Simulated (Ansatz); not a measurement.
Geometry optimisation.

```
crystal:
  lattice:
    - [2.153291, 3.729604, 0.0]
    - [-2.153291, 3.729604, 0.0]
    - [0.0, -2.486403, 11.528781]
  atoms:
    - { symbol: Zr, position: [0.08918, 0.08918, 0.26754] }
    - { symbol: Zr, position: [0.91082, 0.91082, 0.73246] }
    - { symbol: Zr, position: [0.30141, 0.30141, 0.90423] }
    - { symbol: Zr, position: [0.69859, 0.69859, 0.09577] }
    - { symbol: As, position: [0.22775, 0.22775, 0.68325] }
    - { symbol: As, position: [0.77225, 0.77225, 0.31675] }
    - { symbol: As, position: [0.0, 0.0, 0.0] }
    - { symbol: K, position: [0.5, 0.5, 0.5] }
  symmetry: { tolerance: 0.0003 }
kpoints:
  mp_grid: { grid: [5, 5, 5], shift: [0, 0, 0] }
magnetization:
  spin_polarized: false
scf:
  occupations: { method: methfessel_paxton, width: 0.3 }
hamiltonian:
  pseudopotentials: { kind: paw }
  xc: pbe
basis:
  ecutwfc: 420
output:
  forces: true
  stress: true
  eigenvalues: true
relax:
  max_steps: 40
  cell: {}
```

Run as:
```bash
ansatz run input.yaml --threads 1 --pin off --max-ram 2560MiB --backend cpu --events-out ev --progress --plain --runs-dir out
```

**How does the optimisation go?**

The optimisation met its thresholds at geometry 8, counting the start as the first. The energy fell by about 190 meV/atom from the first step to the last. The largest force component goes from about 2.2 eV/Å at the start to 1.1 × 10⁻³ eV/Å at the end. The volume grows from 23.1 to 26.0 Å³ per atom (+12 %), as the pressure goes from 9.3 GPa to about 0 GPa.

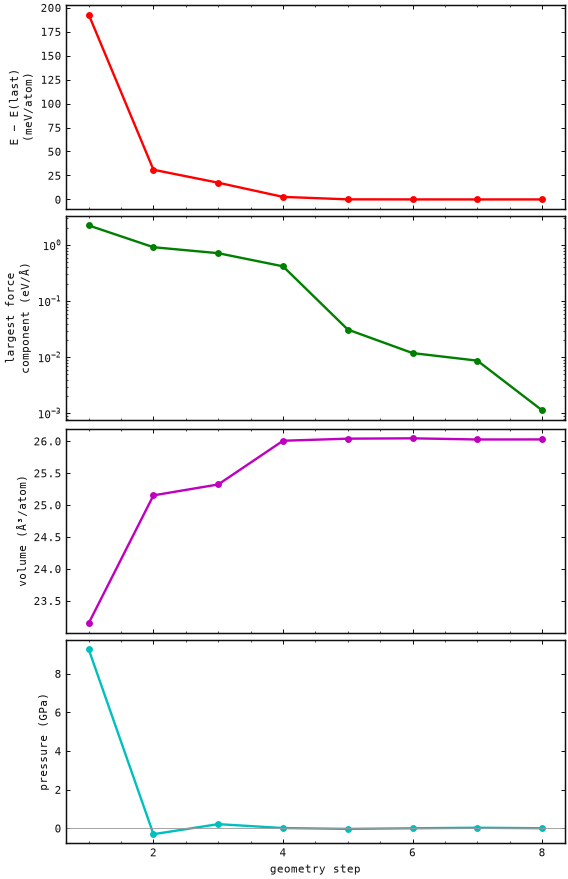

History of the run, step by step. Atoms and cell relax. A closing SCF on a freshly chosen basis isn't drawn.

**Is anything amiss with this input?**

Its settings were drawn outside the usual range, so the numbers aren't converged properties of the system.
